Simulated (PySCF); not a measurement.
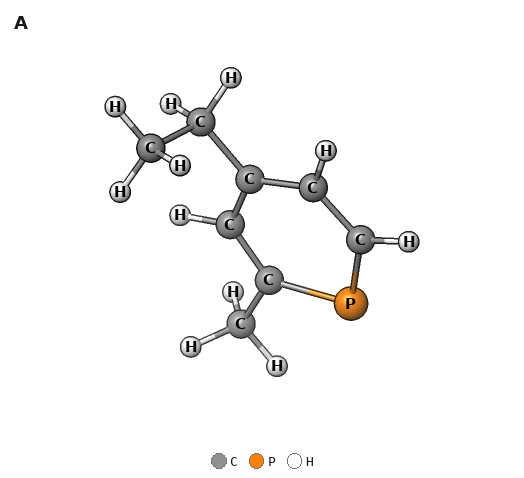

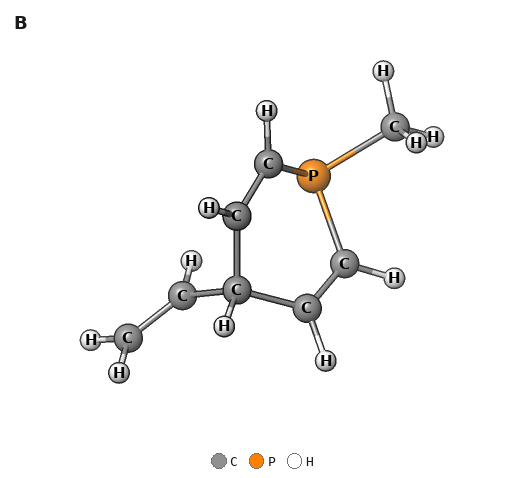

2 stationary structures of one formula. Geometries: GFN2-xTB. Electronic energies: PBE0/pcSseg-1 (PySCF 2.14.0), without zero-point energy. No frequency run is at hand to confirm each as a minimum. Each is one conformer, not always the lowest.

Are they conformers, stereoisomers or constitutional isomers?

Answer. They are constitutional isomers of C8H11P: A `CCc1ccpc(C)c1`, B `C=CC1C=CP(C)C=C1`.

Which structure is the most stable?

Answer. A is lowest; B lies 1.740 eV above it.

The geometry is semi-empirical. Around P such bond lengths and angles can be off by a tenth of an ångström or more and by several degrees, and values that hang on the shape move with them.
